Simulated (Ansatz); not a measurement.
**SiH4 (silane): SVWN5/cc-pVTZ**

What is the electronic atomisation energy of SiH4 (silane) at SVWN5/cc-pVTZ? 

The results are computed with Ansatz 0.2.0.

34 further runs of the same task are left out: 34 set aside as unsound or not needed.

## Step 1: The system as given

The species is SiH4 (5 atoms), meant as a singlet with charge 0. SMILES: `[SiH4]`. The shape is that of a PBE0-D4/def2-TZVP optimisation.

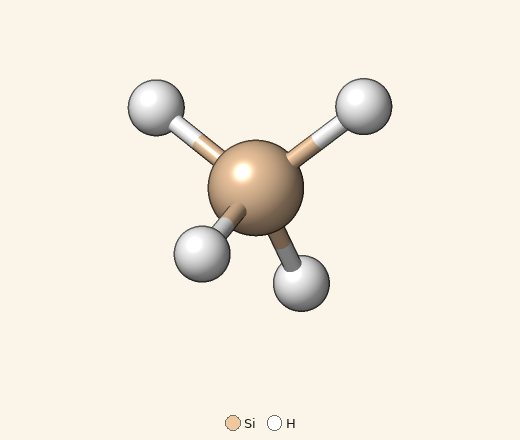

The structure, seen from a chosen angle (silicon light orange, hydrogen white).

## Step 2: The energy at SVWN5/cc-pVTZ

input.yaml reads:

```yaml
crystal:
  periodic: [false, false, false]
  atoms:
    - {symbol: Si, position_ang: [-0.000000, 0.000000, -0.000100]}
    - {symbol: H, position_ang: [0.967600, -0.688400, 0.890900]}
    - {symbol: H, position_ang: [-1.331000, 0.044900, 0.656000]}
    - {symbol: H, position_ang: [-0.105100, -0.740300, -1.282600]}
    - {symbol: H, position_ang: [0.468500, 1.383800, -0.264200]}
basis:
  gaussian:
    orbitals: cc-pVTZ
hamiltonian:
  xc: {name: SVWN5}
accuracy: high
output: {orbitals: {seedname: orbitals}}
```

The run is started by

```bash
$ ansatz run input.yaml --threads 1 --pin off --max-ram 3480MiB --events-out events.jsonl --progress --plain --runs-dir runs
```

The program printed:

```text
Warning: RAYON_NUM_THREADS=1 ignored (pool sized by the plan → 1); use --threads N
Functional definition: SVWN5
  name "SVWN5"
  exchange = slater_x
  correlation = vwn5_c
1521 factors; integrals over basis functions are off by at most 3.1e-9 eV
mean field evaluation 1: about -7908.7531 eV, gradient 1.5e1 eV
mean field evaluation 2: about -7909.3816 eV, gradient 9.3e0 eV
mean field evaluation 4: about -7909.6949 eV, gradient 1.0e-1 eV
mean field evaluation 8: about -7909.6922 eV, gradient 1.9e-3 eV
mean field evaluation 16: about -7909.6922 eV, gradient 8.7e-9 eV
mean field -7909.69220087 eV, -290.6758269999 hartree, gradient 8.7e-9 eV, S^2 0.000000; 0 other end points of the search recorded, 0 dependent functions left out
reference -7909.69220395 eV, -290.6758271131 hartree; 9, 9 occupied and 81, 81 virtual orbitals, 1521 factors
Total energy: -7909.69220395 eV, -290.6758271131 hartree
```

Wall time 2.2 s (1 thread of Arm Neoverse V1, shared host); peak memory 0.17 GiB.

## Step 3: The H atom, same level

input.yaml reads:

```yaml
basis:
  gaussian:
    orbitals: cc-pVTZ
crystal:
  periodic: [false, false, false]
  atoms:
    - symbol: H
      position_ang: [0.000000, 0.000000, 0.000000]
magnetization:
  spin_polarized: true
  initial_magnetization: 1
hamiltonian:
  xc: {name: SVWN5}
accuracy: high
```

Run the same way, it converges to -0.47835 Eh (log not shown).

## Step 4: The Si atom, same level

in.yaml reads:

```yaml
crystal:
  periodic: [false, false, false]
  atoms:
    - symbol: Si
      position_ang: [0.000000, 0.000000, 0.000000]
basis:
  gaussian:
    orbitals: cc-pVTZ
hamiltonian:
  xc: {name: SVWN5}
accuracy: high
magnetization:
  spin_polarized: true
  initial_magnetization: 2
```

The run is started by

```bash
$ ansatz run in.yaml --threads 1 --pin off --max-ram 3480MiB --events-out events.jsonl --progress --plain --runs-dir runs
```

The program printed:

```text
Warning: RAYON_NUM_THREADS=1 ignored (pool sized by the plan → 1); use --threads N
[... 4 set-up lines as earlier in the session ...]
342 factors; integrals over basis functions are off by at most 3.0e-9 eV
mean field evaluation 1: about -7842.5354 eV, gradient 3.0e0 eV
mean field evaluation 2: about -7842.5361 eV, gradient 3.0e0 eV
mean field evaluation 4: about -7842.6046 eV, gradient 1.5e0 eV
mean field evaluation 8: about -7842.6046 eV, gradient 1.5e0 eV
mean field evaluation 16: about -7842.5500 eV, gradient 2.6e0 eV
mean field evaluation 32: about -7842.3249 eV, gradient 5.6e0 eV
mean field -7842.62824056 eV, -288.2112719161 hartree, gradient 4.1e-8 eV, S^2 2.001523; 3 other end points of the search recorded, 0 dependent functions left out
reference -7842.62824211 eV, -288.2112719731 hartree; 8, 6 occupied and 26, 28 virtual orbitals, 342 factors
Total energy: -7842.62824211 eV, -288.2112719731 hartree
```

Run time: 0.95 s. Hardware: 1 thread of Arm Neoverse V1, shared host.

## Step 5: Outcome

At SVWN5/cc-pVTZ:

```
                     quantity          value
       molecule: total energy  -290.67583 Eh
        molecule: HOMO energy       -8.52 eV
        molecule: LUMO energy        0.14 eV
      molecule: HOMO–LUMO gap        8.67 eV
         H atom: total energy    -0.47835 Eh
                 H atom: ⟨S²⟩          0.750
        Si atom: total energy  -288.21127 Eh
                Si atom: ⟨S²⟩          2.002
electronic atomisation energy      14.998 eV
```

Taking the molecule apart into free atoms costs 15.00 eV (1447 kJ/mol), before zero-point energy and without spin-orbit coupling.
